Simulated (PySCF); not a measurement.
## C$_{7}$H$_{5}$F$_{2}$N: excited-state calculation

System: C$_{7}$H$_{5}$F$_{2}$N, SMILES C#CCn1cc(F)cc1F.
Method: TDDFT PBE0/def2-SVPD, vertical, gas phase, core orbitals frozen in the response (PySCF 2.14.0).

The geometry comes from this level: GFN2-xTB.

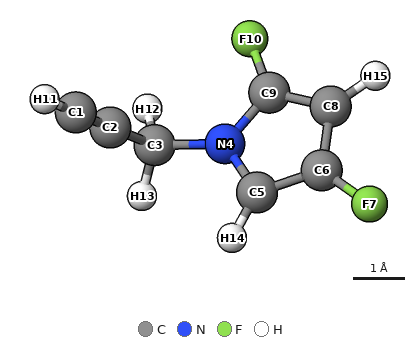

**Figure 1.** The structure as given in the input (ball-and-stick view, seen at a tilt; atoms are numbered from 1 in the order of the input). Bond lengths as drawn: C–C 1.20 to 1.45 Å, C–F 1.34 Å, C–H 1.05 to 1.10 Å and C–N 1.35 to 1.45 Å.

### Input file
```
{"job": {"kind": "uv", "xc": "PBE0", "basis": "def2-SVPD", "nstates": 6, "ntriplets": 2}, "charge": 0, "multiplicity": 1}
C      0.467084     3.023454    -0.701544
C      0.918985     1.947353    -0.440697
C      1.414739     0.620530    -0.111525
N      0.325436    -0.314279     0.063725
C     -0.406276    -0.885245    -0.941126
C     -1.379539    -1.644150    -0.354328
F     -2.296114    -2.374903    -1.003913
C     -1.267811    -1.547803     1.047422
C     -0.207880    -0.709370     1.243164
F      0.339601    -0.283848     2.386092
H      0.091772     3.975867    -0.930128
H      1.986571     0.669036     0.821181
H      2.068690     0.263102    -0.915081
H     -0.184806    -0.709685    -1.973251
H     -1.874866    -2.022069     1.788098
```

The first line tells a small driver script what to run in PySCF; the rest is the geometry in Å.

Launch command:
```bash
OMP_NUM_THREADS=1 python <driver script> task.json out
```

### Output
```
coarse grid: 13936 points
cycle   1  E = -522.9923202465  dE =  1.943e+00  |g| = 6.411e-01  |ddm| = 9.800e+00
cycle   2  E = -522.9209105861  dE =  7.141e-02  |g| = 8.760e-01  |ddm| = 2.736e+00
cycle   3  E = -523.0711856034  dE = -1.503e-01  |g| = 1.739e-01  |ddm| = 1.405e+00
cycle   4  E = -523.0773682319  dE = -6.183e-03  |g| = 7.438e-02  |ddm| = 3.409e-01
cycle   5  E = -523.0785582319  dE = -1.190e-03  |g| = 2.455e-02  |ddm| = 1.323e-01
cycle   6  E = -523.0786958113  dE = -1.376e-04  |g| = 6.335e-03  |ddm| = 5.509e-02
cycle   7  E = -523.0787044304  dE = -8.619e-06  |g| = 2.157e-03  |ddm| = 1.603e-02
final grid: 139520 points
cycle   8  E = -523.1496902203  dE = -3.825e-05  |g| = 7.229e-03  |ddm| = 1.621e-01
cycle   9  E = -523.1496763771  dE =  1.384e-05  |g| = 1.102e-02  |ddm| = 2.907e-02
cycle  10  E = -523.1497021443  dE = -2.577e-05  |g| = 1.409e-03  |ddm| = 1.652e-02
cycle  11  E = -523.1497025991  dE = -4.547e-07  |g| = 2.998e-04  |ddm| = 3.127e-03
cycle  12  E = -523.1497026148  dE = -1.575e-08  |g| = 1.504e-04  |ddm| = 7.915e-04
cycle  13  E = -523.1497026193  dE = -4.460e-09  |g| = 4.663e-05  |ddm| = 2.913e-04
cycle  14  E = -523.1497026197  dE = -4.200e-10  |g| = 2.289e-05  |ddm| = 8.621e-05
```

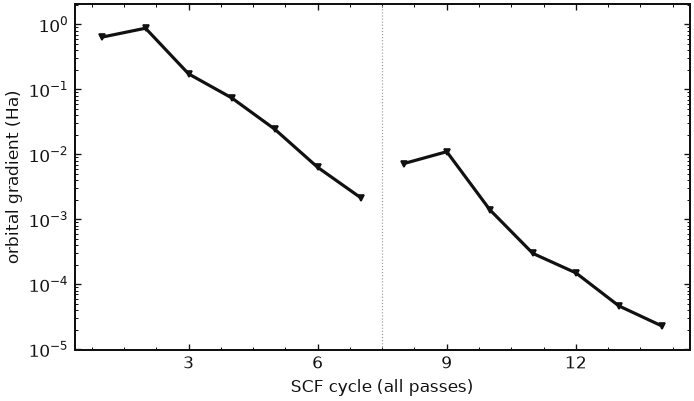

**Figure 2.** Convergence of the self-consistent field: orbital gradient against the SCF cycle. The dotted line marks the change from a coarse to the final integration grid. The first 7 cycles use a coarse grid, the final grid takes over at cycle 8, and the field converges after 14 cycles in all.

```
converged SCF energy = -523.1497026197

Static polarisability (au): isotropic 83.808, principal 68.284 79.850 103.290

Singlet excitations
state   eV       nm        f      main configurations
  1   5.5914    221.7   0.01463   H->L 0.91
  2   5.7312    216.3   0.00188   H->L+1 0.89
  3   6.0352    205.4   0.01195   H->L+2 0.90
  4   6.4497    192.2   0.07339   H-1->L 0.58, H->L+3 0.14
  5   6.4980    190.8   0.05701   H->L+3 0.53, H->L+4 0.24
  6   6.5364    189.7   0.01870   H->L+4 0.53, H->L+3 0.18, H-1->L 0.11

Triplet excitations (Tamm-Dancoff, eV): 4.2725 5.3538
```

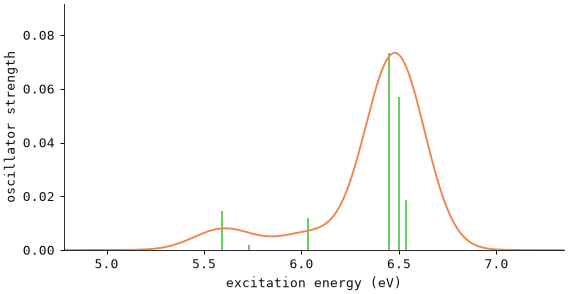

**Figure 3.** Computed excitations as sticks (degenerate states added up, dark ones marked on the axis), with a Gaussian envelope of 0.35 eV full width at half maximum, scaled to the tallest. Of the 6 states the lowest lies at 5.59 eV (f = 0.015); the strongest line is at 6.45 eV, or 192 nm (f = 0.073).

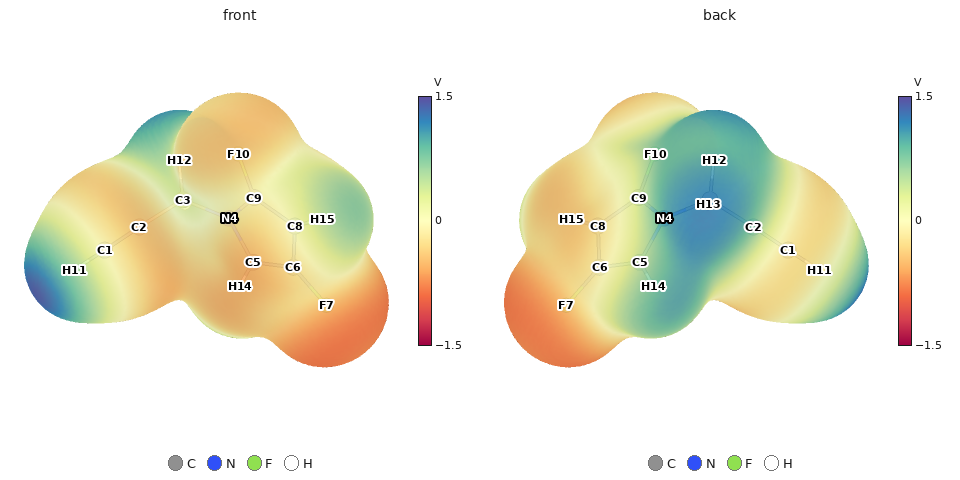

**Figure 4.** The electrostatic potential painted on the density surface at 0.001 e/bohr³, seen at a tilt and from behind; the colour scale runs from red (negative) to blue (positive). Its dipole moment is 2.62 D.

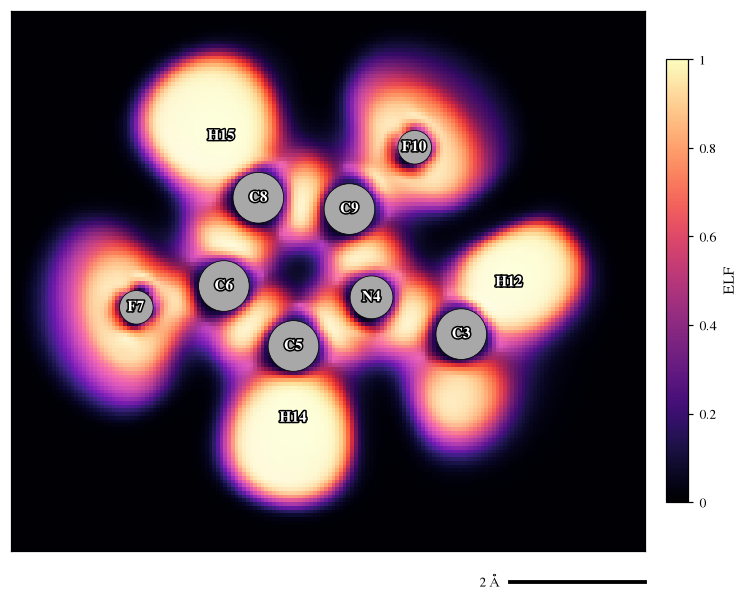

**Figure 5.** ELF on the plane of atoms N4, C9 and F10. Grey discs, where drawn, cover atomic cores. C–F (1.34 Å): the ELF peaks at about 0.85 between the atoms (a polar covalent bond). C–N (1.35 Å): the ELF peaks at about 0.90 between the atoms (localised, shared-pair bonding). C–C (1.37 Å): the ELF peaks at about 0.95 between the atoms, which marks a covalent bond. C–N (1.45 Å): the ELF peaks at about 0.95 between the atoms (localised, shared-pair bonding).

### Results in brief

- outcome: converged
- total energy: −523.149703 hartree
- HOMO: −6.37 eV
- LUMO: 0.17 eV
- dipole moment: 2.62 D
- mean polarisability: 83.81 a.u.
- lowest singlet excitation: 5.59 eV
- hardware: 1 CPU thread, shared host
- wall time: 55 s
- peak memory: 1 GiB
